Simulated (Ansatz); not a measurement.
ZnH$_{12}$Cl$_{2}$O$_{6}$: geometry relaxation (part 1 of 2)

ZnH$_{12}$Cl$_{2}$O$_{6}$ (disordered cell, 21 atoms in the cell), computed with DFT r2SCAN-D3(BJ), scalar-relativistic, plane waves, PAW, no spin polarisation (Ansatz 0.2.0).

The run did not end well. It belongs to a series of runs on one base structure; here: start relaxed. Figures and captions count atoms from 1; the log counts them from 0 in places.

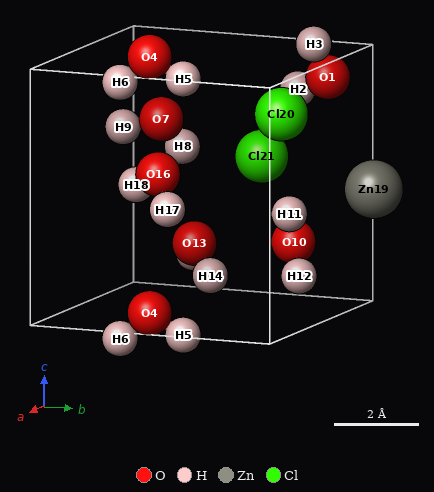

*The input geometry (spheres-only view of the cell of the calculation, seen slightly off an axis; atoms are numbered from 1 in the order of the input).*

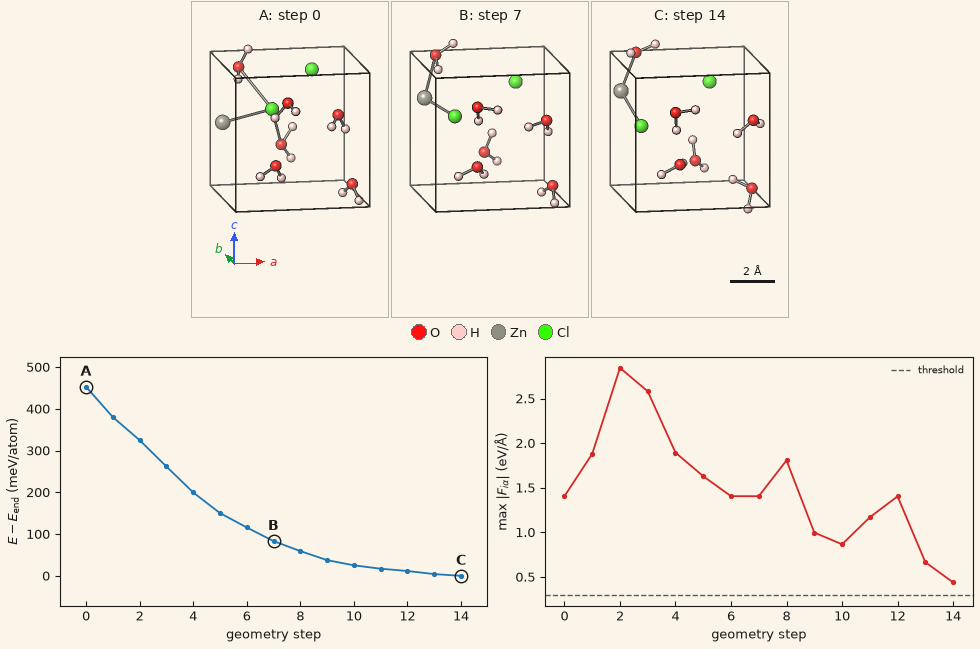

*Frames of the relaxation (ball-and-stick view of the cell of the calculation, seen slightly off an axis) above the curves, on which the letters mark them (the first geometry is step 0 here and step 1 in the log).*

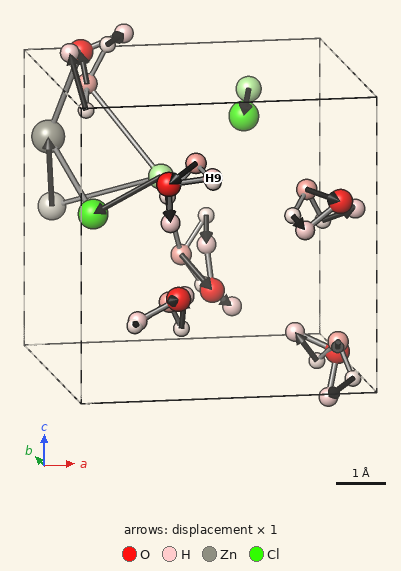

*Start (faint) and end (solid) with the displacements as black arrows, at true length (ball-and-stick view of the cell of the calculation, seen slightly off an axis).*

The relaxation stopped without meeting its thresholds, so the last structure isn't shown to be converged. After 14 geometry steps the energy has fallen by 453 meV per atom. The largest force component goes from 1.4 to 0.44 eV/Å. Cl21 moves most: 1.63 Å. By element the largest moves are Cl 1.63 Å, Zn 1.48 Å, H 1.24 Å, O 1.03 Å. The cell stays as it was. Distances before and after: O7–Zn19 3.220 → 2.020 Å, Zn19–Cl20 3.393 → 2.292 Å, O16–Zn19 3.196 → 2.276 Å, O1–Zn19 2.980 → 2.064 Å. New bonds form: O1–Zn19 (2.98 → 2.06 Å), O7–Zn19 (3.22 → 2.02 Å), Zn19–Cl20 (3.39 → 2.29 Å), Zn19–Cl21 (3.01 → 2.27 Å). Among the angles that change: H11–O10–H12 104.0° → 106.6°. (Atoms are counted from 1 in the order of the input.)

These pictures come from the run below.

## Input
```yaml
crystal:
  lattice:
    - [6.265827, 0.0, 0.0]
    - [0.0, 6.265827, 0.0]
    - [0.0, 0.0, 6.265827]
  atoms:
    - { symbol: O, position: [0.1926229, 0.8960752, 0.8981521] }
    - { symbol: H, position: [0.1629168, 0.7572582, 0.83698] }
    - { symbol: H, position: [0.2561752, 0.8636852, 1.0352895] }
    - { symbol: O, position: [0.9617539, 0.4821593, 0.0773105] }
    - { symbol: H, position: [0.9129252, 0.6009299, -0.0087357] }
    - { symbol: H, position: [0.9903454, 0.370568, -0.0257651] }
    - { symbol: O, position: [0.4482172, 0.3099532, 0.7351503] }
    - { symbol: H, position: [0.362072, 0.3603541, 0.6171104] }
    - { symbol: H, position: [0.4780742, 0.1625592, 0.6993976] }
    - { symbol: O, position: [0.5097539, 0.8886658, 0.3088415] }
    - { symbol: H, position: [0.5982824, 0.9097281, 0.4337965] }
    - { symbol: H, position: [0.5935923, 0.9477954, 0.1932151] }
    - { symbol: O, position: [0.3790846, 0.418247, 0.2466335] }
    - { symbol: H, position: [0.4374597, 0.5096782, 0.1365093] }
    - { symbol: H, position: [0.2510068, 0.3598533, 0.1827514] }
    - { symbol: O, position: [0.8535521, 0.4703936, 0.5994291] }
    - { symbol: H, position: [0.9208978, 0.5389463, 0.4783517] }
    - { symbol: H, position: [0.7824073, 0.34763, 0.5380925] }
    - { symbol: Zn, position: [0.1037338, 0.0493624, 0.4568165] }
    - { symbol: Cl, position: [0.7478688, 0.940838, 0.8503519] }
    - { symbol: Cl, position: [0.4074228, 0.7120726, 0.6119327] }
basis:
  ecutwfc: 500.0
kpoints:
  mp_grid: { grid: [1, 1, 1] }
hamiltonian:
  xc: r2scan
  dispersion: d3bj
scf:
  occupations: { method: fermi_dirac, width: 0.02 }
  lower_state_search: "off"
relax:
  f_tol: 0.3
  max_steps: 15
  adjacent_minimum: "off"
output:
  write_density: true
  write_potential: true
  elf: true
  volumetric_format: npy
```

Command:
```bash
ansatz run input.yaml --threads 1 --pin off --max-ram 3072MiB --backend cpu --events-out ev --progress --plain --runs-dir out
```

## Output
```
Warning: the engine holds no damping parameters fitted to this dispersion correction and functional, so the run takes those fitted to r2scan beside the three-body term, which d3bj leaves out (hamiltonian.dispersion, under Limitations)
Engine: ansatz 0.2.0, aarch64-unknown-linux-gnu
Pseudopotentials: kind: paw
Pseudopotential: O, paw, valence charge 6, recommended cutoff 500 eV (meta_gga), O.paw.azcp
Pseudopotential: H, paw, valence charge 1, recommended cutoff 500 eV (meta_gga), H.paw.azcp
Pseudopotential: Zn, paw, valence charge 12, recommended cutoff 500 eV (meta_gga), Zn.paw.azcp
Pseudopotential: Cl, paw, valence charge 7, recommended cutoff 500 eV (meta_gga), Cl.paw.azcp
Functional definition: r2SCAN
  parameter k0 = 0.174
  parameter k1 = 0.065
  parameter a1 = 4.9479
  exchange = r2scan_x(k0 = k0, k1 = k1, a1 = a1)
  correlation = r2scan_c
Crystal: 21 atoms, lattice volume = 246.000 Å³
Basis set: ecut = 500 eV, 6235 PW (Γ), exchange–correlation on 192×192×192 points (64 copies of the dense FFT grid, shifted against one another)
Bands: 58, of which v1, the nominal top of the filled ones, is band 37 counted from 1 (36 counted from 0)
Symmetry: 1 space group operations
Space group: P1 (ITA 1), of the structure as read, at distance tolerance 6.3e-5 Å
k-points: 1
Non-local potential: O, projectors of the file, l = 0: 2, l = 1: 2, l = 2: 1
Non-local potential: H, projectors of the file, l = 0: 2, l = 1: 1
Non-local potential: Zn, projectors of the file, l = 0: 2, l = 1: 2, l = 2: 3, l = 3: 1
Non-local potential: Cl, projectors of the file, l = 0: 2, l = 1: 2, l = 2: 2
PAW form: soft (Blöchl's): semilocal exchange-correlation on the pseudo side does not see the compensation charge
PAW frozen core: O, regenerated for the run's functional (the file was generated under x = pbe(κ = 0.804, μ = 0.2195149727645171), c = pbe(β = 0.06672455060314922))
PAW frozen core: Zn, regenerated for the run's functional (the file was generated under x = pbe(κ = 0.804, μ = 0.2195149727645171), c = pbe(β = 0.06672455060314922))
PAW frozen core: Cl, regenerated for the run's functional (the file was generated under x = pbe(κ = 0.804, μ = 0.2195149727645171), c = pbe(β = 0.06672455060314922))
PAW one-centre angular grid: O, 302 points (default); XC on 160 Gauss nodes
PAW one-centre angular grid: H, 302 points (default); XC on 160 Gauss nodes
PAW one-centre angular grid: Zn, 590 points (default); XC on 261 of its mesh's 2673 points in the sphere
PAW one-centre angular grid: Cl, 302 points (default); XC on 160 Gauss nodes
Initial density: superposition of atomic densities (neutral atoms: chi_scale 0, normalization atom), corrected by the library's trained network
Initial wavefunctions: pseudopotential atomic-orbital guess
Functional: x = r2scan, c = r2scan; τ floored in thin density (d = 2e-4 eV/Å³)
SCF iter   1: F=-9090.399254 eV  HF=-9093.401713 eV  |F-HF|=3.00e0  |Δ(HF+E_count)|=         —  Δρ=2.54e-2  dr2=3.57e0  dr2_τ=1.10e0  ethr=1.77e-3  ⟨swp⟩=6.0  Hψ=269  notcnv=0  defer=8
preconditioner: auto → Resta (q_TF=auto, 2.233 Å⁻¹)  ε∞=2.6  [insulator: Δε(μ)=0.242 eV  Ē_g=16.140 eV  σ=0.020 eV  W_gap=1.00  n_scr=32 (ndim 8)  ℏωp=20.4 eV  f_vac=0.135  D(μ)=0.47/eV (n_scr^D=0)  ε∞_Penn≈2.6]
SCF iter   2: F=-9088.162596 eV  HF=-9093.771085 eV  |F-HF|=5.61e0  |Δ(HF+E_count)|=   3.69e-1  Δρ=4.22e-2  dr2=6.61e0  dr2_τ=3.13e-1  ethr=1.77e-3  ⟨swp⟩=3.0  Hψ=106  notcnv=0  defer=16
preconditioner: auto → LDOS  [insulator: Δε(μ)=0.191 eV  Ē_g=16.077 eV  σ=0.020 eV  W_gap=0.98  n_scr=32 (ndim 8)  ℏωp=20.4 eV  f_vac=0.138  D(μ)=1.67/eV (n_scr^D=6)  ε∞_Penn≈2.6  β→1.0]
SCF iter   3: F=-9090.661423 eV  HF=-9093.012720 eV  |F-HF|=2.35e0  |Δ(HF+E_count)|=   7.58e-1  Δρ=2.26e-2  dr2=2.90e0  dr2_τ=6.15e-2  ethr=1.77e-3  ⟨swp⟩=2.0  Hψ=75  notcnv=0  defer=16
SCF iter   4: F=-9091.432166 eV  HF=-9092.770791 eV  |F-HF|=1.34e0  |Δ(HF+E_count)|=   2.42e-1  Δρ=1.97e-2  dr2=1.64e0  dr2_τ=3.67e-2  ethr=1.77e-3  ⟨swp⟩=2.0  Hψ=75  notcnv=0  defer=16
SCF iter   5: F=-9090.745885 eV  HF=-9092.862954 eV  |F-HF|=2.12e0  |Δ(HF+E_count)|=   9.22e-2  Δρ=2.21e-2  dr2=2.72e0  dr2_τ=4.93e-2  ethr=1.77e-3  ⟨swp⟩=2.0  Hψ=50  notcnv=0  defer=16
SCF iter   6: F=-9092.541776 eV  HF=-9092.692294 eV  |F-HF|=1.51e-1  |Δ(HF+E_count)|=   1.71e-1  Δρ=9.16e-3  dr2=2.24e-1  dr2_τ=4.21e-3  ethr=1.77e-3  ⟨swp⟩=2.0  Hψ=75  notcnv=0  defer=16
SCF iter   7: F=-9092.097677 eV  HF=-9092.700409 eV  |F-HF|=6.03e-1  |Δ(HF+E_count)|=   8.12e-3  Δρ=1.13e-2  dr2=7.51e-1  dr2_τ=1.34e-2  ethr=3.03e-4  ⟨swp⟩=2.0  Hψ=50  notcnv=0  defer=16  recentre
SCF iter   8: F=-9092.381741 eV  HF=-9092.692717 eV  |F-HF|=3.11e-1  |Δ(HF+E_count)|=   7.69e-3  Δρ=9.62e-3  dr2=4.03e-1  dr2_τ=6.66e-3  ethr=3.03e-4  ⟨swp⟩=2.0  Hψ=47  notcnv=0  defer=16
SCF iter   9: F=-9091.457437 eV  HF=-9092.737740 eV  |F-HF|=1.28e0  |Δ(HF+E_count)|=   4.50e-2  Δρ=1.82e-2  dr2=1.64e0  dr2_τ=2.69e-2  ethr=3.03e-4  ⟨swp⟩=2.0  Hψ=75  notcnv=0  defer=16  recentre
SCF iter  10: F=-9092.130660 eV  HF=-9092.699185 eV  |F-HF|=5.69e-1  |Δ(HF+E_count)|=   3.86e-2  Δρ=1.14e-2  dr2=7.21e-1  dr2_τ=1.06e-2  ethr=3.03e-4  ⟨swp⟩=1.0  Hψ=46  notcnv=0  defer=16
SCF iter  11: F=-9092.660969 eV  HF=-9092.682930 eV  |F-HF|=2.20e-2  |Δ(HF+E_count)|=   1.63e-2  Δρ=2.33e-3  dr2=2.74e-2  dr2_τ=6.40e-4  ethr=3.03e-4  ⟨swp⟩=1.0  Hψ=46  notcnv=0  defer=16
SCF iter  12: F=-9092.623721 eV  HF=-9092.684256 eV  |F-HF|=6.05e-2  |Δ(HF+E_count)|=   1.33e-3  Δρ=3.67e-3  dr2=7.64e-2  dr2_τ=8.88e-4  ethr=3.70e-5  ⟨swp⟩=2.0  Hψ=46  notcnv=0  defer=16  recentre
SCF iter  13: F=-9092.632775 eV  HF=-9092.684019 eV  |F-HF|=5.12e-2  |Δ(HF+E_count)|=   2.37e-4  Δρ=3.83e-3  dr2=6.42e-2  dr2_τ=1.25e-3  ethr=3.70e-5  ⟨swp⟩=1.0  Hψ=42  notcnv=0  defer=16
SCF iter  14: F=-9092.667754 eV  HF=-9092.682840 eV  |F-HF|=1.51e-2  |Δ(HF+E_count)|=   1.18e-3  Δρ=2.14e-3  dr2=1.85e-2  dr2_τ=2.16e-4  ethr=3.70e-5  ⟨swp⟩=1.0  Hψ=42  notcnv=0  defer=16
SCF iter  15: F=-9092.672499 eV  HF=-9092.682518 eV  |F-HF|=1.00e-2  |Δ(HF+E_count)|=   3.22e-4  Δρ=1.51e-3  dr2=1.23e-2  dr2_τ=2.22e-4  ethr=2.50e-5  ⟨swp⟩=1.0  Hψ=67  notcnv=0  defer=16
SCF iter  16: F=-9092.675179 eV  HF=-9092.682190 eV  |F-HF|=7.01e-3  |Δ(HF+E_count)|=   3.28e-4  Δρ=1.19e-3  dr2=8.47e-3  dr2_τ=5.10e-5  ethr=1.66e-5  ⟨swp⟩=1.0  Hψ=42  notcnv=0  defer=16
SCF iter  17: F=-9092.678817 eV  HF=-9092.681811 eV  |F-HF|=2.99e-3  |Δ(HF+E_count)|=   3.79e-4  Δρ=7.24e-4  dr2=3.64e-3  dr2_τ=3.74e-5  ethr=1.14e-5  ⟨swp⟩=1.0  Hψ=42  notcnv=0  defer=16
SCF iter  18: F=-9092.681060 eV  HF=-9092.681662 eV  |F-HF|=6.02e-4  |Δ(HF+E_count)|=   1.49e-4  Δρ=3.88e-4  dr2=7.56e-4  dr2_τ=2.05e-5  ethr=4.92e-6  ⟨swp⟩=2.0  Hψ=45  notcnv=0  defer=16
SCF iter  19: F=-9092.681495 eV  HF=-9092.681629 eV  |F-HF|=1.34e-4  |Δ(HF+E_count)|=   3.28e-5  Δρ=2.31e-4  dr2=1.92e-4  dr2_τ=4.40e-6  ethr=1.02e-6  ⟨swp⟩=2.0  Hψ=51  notcnv=0  defer=16
SCF iter  20: F=-9092.681249 eV  HF=-9092.681642 eV  |F-HF|=3.93e-4  |Δ(HF+E_count)|=   1.29e-5  Δρ=3.27e-4  dr2=4.93e-4  dr2_τ=8.69e-6  ethr=2.59e-7  ⟨swp⟩=2.0  Hψ=43  notcnv=0  defer=16  recentre
SCF iter  21: F=-9092.681591 eV  HF=-9092.681636 eV  |F-HF|=4.47e-5  |Δ(HF+E_count)|=   5.86e-6  Δρ=1.31e-4  dr2=5.53e-5  dr2_τ=1.22e-6  ethr=1.35e-7  ⟨swp⟩=11.0  Hψ=432  notcnv=0
SCF iter  22: F=-9092.681602 eV  HF=-9092.681633 eV  |F-HF|=3.08e-5  |Δ(HF+E_count)|=   2.88e-6  Δρ=1.07e-4  dr2=3.69e-5  dr2_τ=6.79e-7  ethr=7.47e-8  ⟨swp⟩=11.0  Hψ=395  notcnv=0
SCF iter  23: F=-9092.681609 eV  HF=-9092.681631 eV  |F-HF|=2.15e-5  |Δ(HF+E_count)|=   2.61e-6  Δρ=1.09e-4  dr2=2.90e-5  dr2_τ=6.29e-7  ethr=4.99e-8  ⟨swp⟩=11.0  Hψ=395  notcnv=0
[...]
  greatest PAW one-centre occupation: 0.987 electrons in one spin orbital (limit 2), on the Zn atom at site 18 (counted from 0), in its partial waves of l = 2
relax step   1: F+E_penalty+E_count = -9092.68161538 eV  Δ(F+E_penalty+E_count) = +0.000e0 eV  max|allowed force component| = 1.405e0 eV/Å  Δτ_max = 0.0000 Å  (24 SCF iters, dr2 threshold 1.00e-4 eV, accepted)
Initial density: handed on by an earlier stage of this run
Initial wavefunctions: those handed on with the density
preconditioner: auto → Resta (q_TF=auto, 2.233 Å⁻¹)  ε∞=2.6  [insulator: Δε(μ)=0.735 eV  Ē_g=16.075 eV  σ=0.020 eV  W_gap=1.00  n_scr=32 (ndim 8)  ℏωp=20.4 eV  f_vac=0.132  D(μ)=0.00/eV (n_scr^D=0)  ε∞_Penn≈2.6]
preconditioner: auto → LDOS  [insulator: Δε(μ)=0.189 eV  Ē_g=16.082 eV  σ=0.020 eV  W_gap=0.98  n_scr=32 (ndim 8)  ℏωp=20.4 eV  f_vac=0.135  D(μ)=1.73/eV (n_scr^D=6)  ε∞_Penn≈2.6  β→1.0]
  greatest PAW one-centre occupation: 0.988 electrons in one spin orbital (limit 2), on the Zn atom at site 18 (counted from 0), in its partial waves of l = 2
relax step   2: F+E_penalty+E_count = -9094.20631206 eV  Δ(F+E_penalty+E_count) = -1.525e0 eV  max|allowed force component| = 1.880e0 eV/Å  Δτ_max = 0.1947 Å  (16 SCF iters, dr2 threshold 1.00e-4 eV, accepted)
preconditioner: auto → Resta (q_TF=auto, 2.233 Å⁻¹)  ε∞=2.6  [insulator: Δε(μ)=0.993 eV  Ē_g=16.168 eV  σ=0.020 eV  W_gap=1.00  n_scr=32 (ndim 8)  ℏωp=20.4 eV  f_vac=0.148  D(μ)=0.00/eV (n_scr^D=0)  ε∞_Penn≈2.6]
  greatest PAW one-centre occupation: 0.989 electrons in one spin orbital (limit 2), on the Zn atom at site 18 (counted from 0), in its partial waves of l = 2
relax step   3: F+E_penalty+E_count = -9095.36551482 eV  Δ(F+E_penalty+E_count) = -1.159e0 eV  max|allowed force component| = 2.844e0 eV/Å  Δτ_max = 0.1937 Å  (8 SCF iters, dr2 threshold 1.00e-4 eV, accepted)
preconditioner: auto → Resta (q_TF=auto, 2.233 Å⁻¹)  ε∞=2.6  [insulator: Δε(μ)=1.400 eV  Ē_g=16.358 eV  σ=0.020 eV  W_gap=1.00  n_scr=32 (ndim 8)  ℏωp=20.4 eV  f_vac=0.169  D(μ)=0.00/eV (n_scr^D=0)  ε∞_Penn≈2.6]
relax step   4: F+E_penalty+E_count = -9096.69031642 eV  Δ(F+E_penalty+E_count) = -1.325e0 eV  max|allowed force component| = 2.581e0 eV/Å  Δτ_max = 0.1950 Å  (7 SCF iters, dr2 threshold 1.00e-4 eV, accepted)
preconditioner: auto → Resta (q_TF=auto, 2.233 Å⁻¹)  ε∞=2.5  [insulator: Δε(μ)=2.284 eV  Ē_g=16.627 eV  σ=0.020 eV  W_gap=1.00  n_scr=32 (ndim 8)  ℏωp=20.4 eV  f_vac=0.182  D(μ)=0.00/eV (n_scr^D=0)  ε∞_Penn≈2.5]
relax step   5: F+E_penalty+E_count = -9097.99435080 eV  Δ(F+E_penalty+E_count) = -1.304e0 eV  max|allowed force component| = 1.893e0 eV/Å  Δτ_max = 0.1950 Å  (7 SCF iters, dr2 threshold 1.00e-4 eV, accepted)
preconditioner: auto → Resta (q_TF=auto, 2.233 Å⁻¹)  ε∞=2.5  [insulator: Δε(μ)=2.858 eV  Ē_g=16.805 eV  σ=0.020 eV  W_gap=1.00  n_scr=32 (ndim 8)  ℏωp=20.4 eV  f_vac=0.189  D(μ)=0.00/eV (n_scr^D=0)  ε∞_Penn≈2.5]
relax step   6: F+E_penalty+E_count = -9099.03314077 eV  Δ(F+E_penalty+E_count) = -1.039e0 eV  max|allowed force component| = 1.629e0 eV/Å  Δτ_max = 0.1988 Å  (7 SCF iters, dr2 threshold 1.00e-4 eV, accepted)
preconditioner: auto → Resta (q_TF=auto, 2.233 Å⁻¹)  ε∞=2.5  [insulator: Δε(μ)=3.482 eV  Ē_g=16.874 eV  σ=0.020 eV  W_gap=1.00  n_scr=32 (ndim 8)  ℏωp=20.4 eV  f_vac=0.198  D(μ)=0.00/eV (n_scr^D=0)  ε∞_Penn≈2.5]
relax step   7: F+E_penalty+E_count = -9099.75565920 eV  Δ(F+E_penalty+E_count) = -7.225e-1 eV  max|allowed force component| = 1.405e0 eV/Å  Δτ_max = 0.1998 Å  (7 SCF iters, dr2 threshold 1.00e-4 eV, accepted)
preconditioner: auto → Resta (q_TF=auto, 2.233 Å⁻¹)  ε∞=2.5  [insulator: Δε(μ)=3.879 eV  Ē_g=16.907 eV  σ=0.020 eV  W_gap=1.00  n_scr=32 (ndim 8)  ℏωp=20.4 eV  f_vac=0.203  D(μ)=0.00/eV (n_scr^D=0)  ε∞_Penn≈2.5]
```
